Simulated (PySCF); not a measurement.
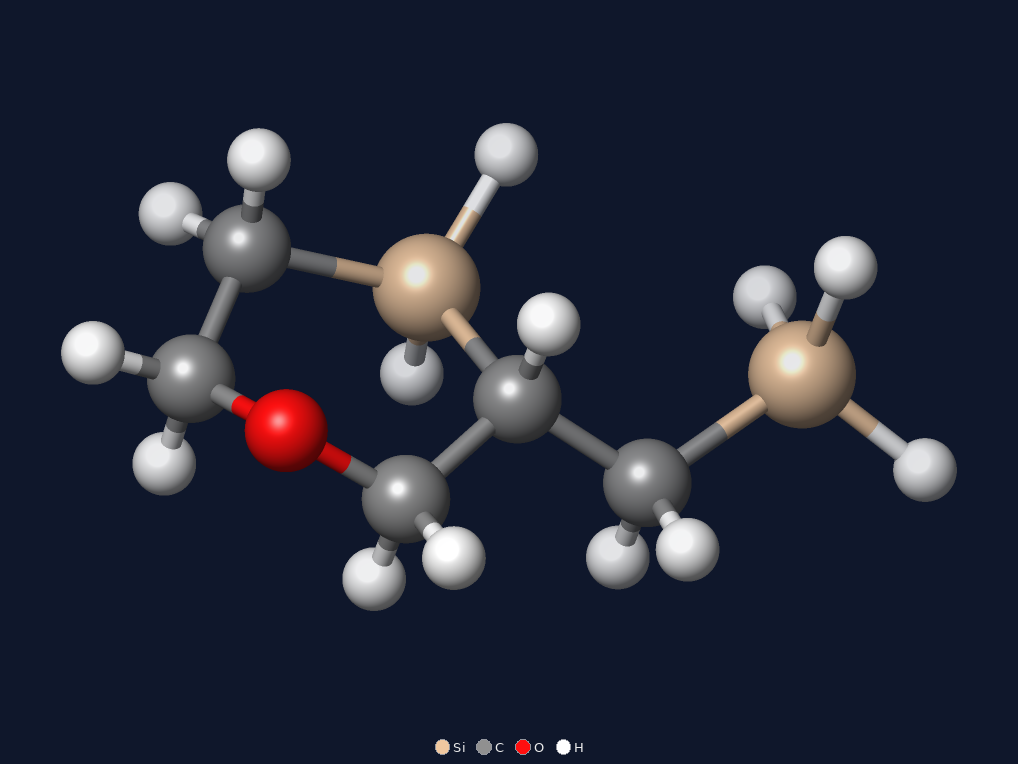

A ball-and-stick model of a molecule. Every bond is drawn as one stick, whatever its order.

> Count the atoms of each element.

C5H14OSi2, 22 atoms: 5 carbon, 14 hydrogen, 1 oxygen and 2 silicon.

> Count the bonded pairs by element.

9 C–H, 5 Si–H, 3 C–Si, 3 C–C, 2 C–O.

> Name some functional groups or characteristic bonds that it holds.

Among them: ether, Si–H bond.

More results for the same structure follow; atom numbers are the same in all pictures, views and colours differ. The computed structure is the end point of a PBE0-D3(BJ)/def2-SVP optimisation. No frequency run is at hand to confirm it as a minimum.

## Shape

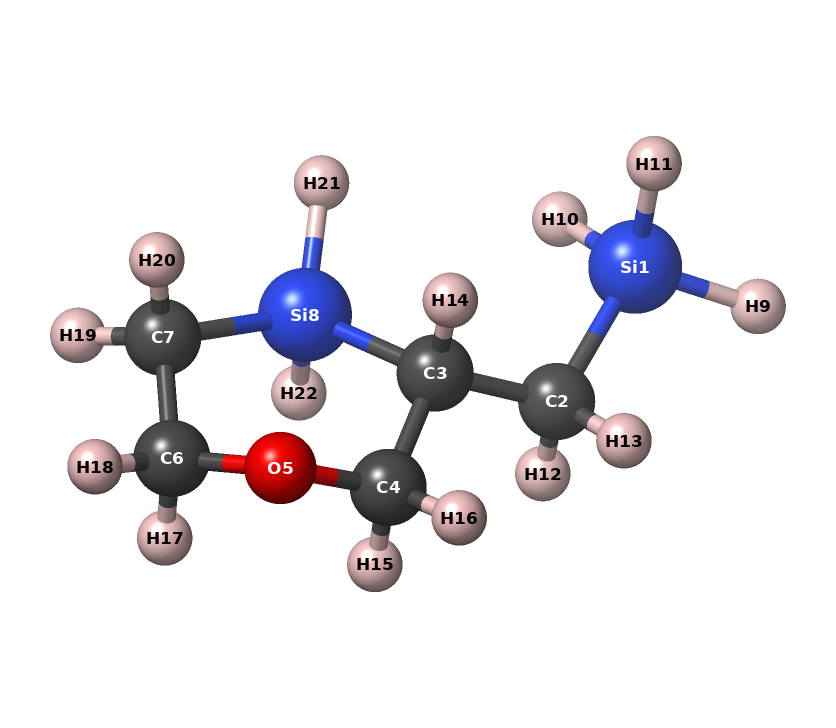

Numbered structure. No frequency run is at hand to confirm it as a minimum.

> Describe the coordination of atom 4.

C4 has 4 neighbours (C3 at 1.54, O5 at 1.40, H15 at 1.11, H16 at 1.10 Å); the arrangement is tetrahedral.

> How are the neighbours of atom 7 arranged?

C7 has 4 neighbours (C6 at 1.53, Si8 at 1.89, H19 at 1.10, H20 at 1.10 Å); the arrangement is tetrahedral.

> Describe the coordination of atom 5.

O5 has 2 neighbours (C4 at 1.40, C6 at 1.40 Å); the arrangement is bent.

> What is the geometry at C3?

C3 has 4 neighbours (C2 at 1.53, C4 at 1.54, Si8 at 1.90, H14 at 1.11 Å); the arrangement is tetrahedral.

> What is the dihedral angle Si1–C2–C3–C4?

174° in size, that is anti.

## Dipole moment

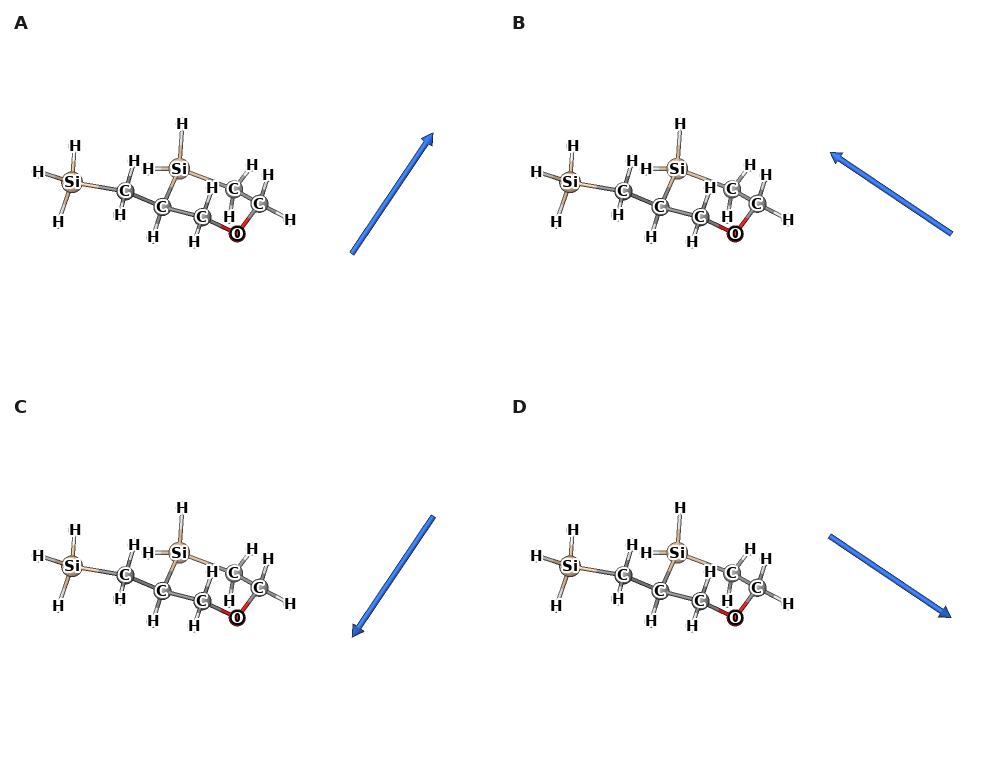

The same molecule four times, each with an arrow. No frequency run is at hand to confirm it as a minimum. Level of theory: CAM-B3LYP/def2-SVPD, gas phase (PySCF 2.14.0).

> Which arrow points along the dipole moment, from the negative to the positive end?

A. The dipole moment is 0.80 D.

## NMR shielding

The questions are on isotropic NMR shieldings of the Si atoms. No frequency run is at hand to confirm it as a minimum. Method: GIAO PBE0/pcSseg-1 NMR shielding, non-relativistic, gas phase (PySCF 2.14.0).

Give the isotropic NMR shieldings of the Si atoms atom by atom.

```tsv
atom	σ (ppm)
Si1	419.4
Si8	391.6
```

## Ring current

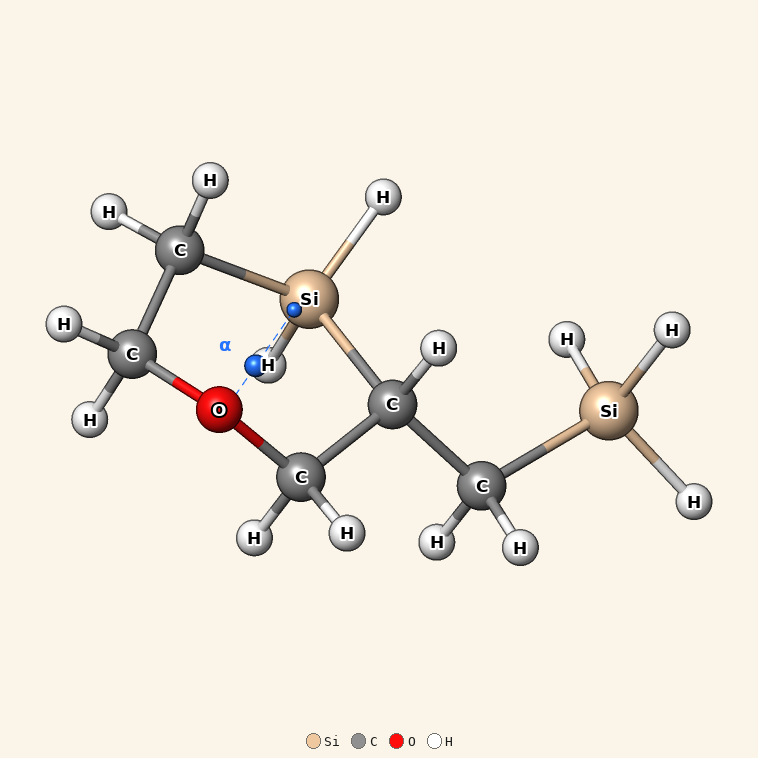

The small points mark where nucleus-independent chemical shifts (NICS) were computed: at the centre of each lettered ring and 1 Å above and below it. No frequency run is at hand to confirm it as a minimum. Level of theory: GIAO PBE0/pcSseg-1 NMR shielding, non-relativistic, gas phase (PySCF 2.14.0).

Give NICS(0), NICS(1) and the out-of-plane component NICS(1)zz for each ring (means of the two sides).

```tsv
ring	members	NICS(0)	NICS(1)	NICS(1)zz
α	C4OSi	−2.2	−1.9	3.1
```

Values in ppm.

> What do the values say about the ring currents?

Ring α: weak, as in a non-aromatic ring. NICS is one index among several.

## Polarisability

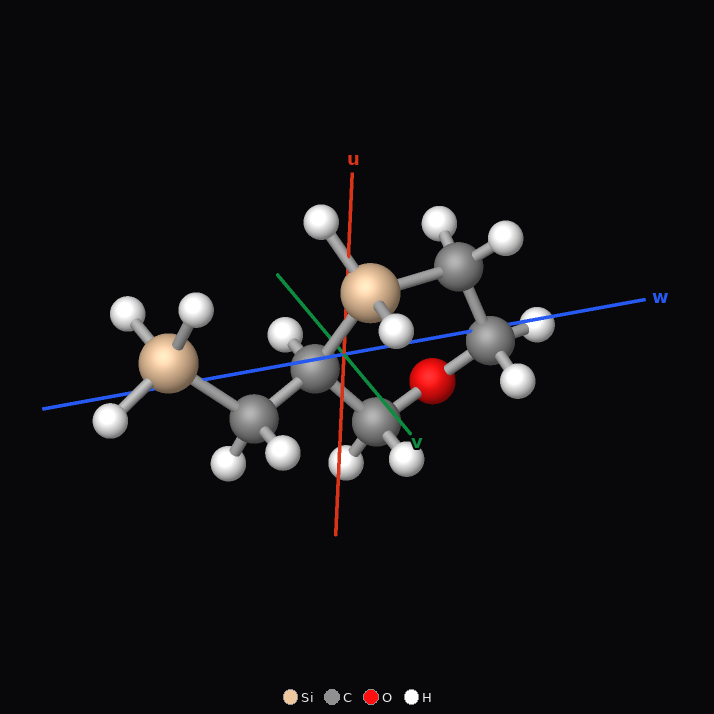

The lines u, v and w are the principal axes of the static dipole polarisability. No frequency run is at hand to confirm it as a minimum. Level of theory: CAM-B3LYP/def2-SVPD (PySCF 2.14.0).

> Along which axis is the molecule most polarisable, and along which least?

Most along w, least along v.

> Give the three principal values.

u 112.3, v 98.4, w 135.6 bohr³; mean 115.4, anisotropy 32.6 bohr³.
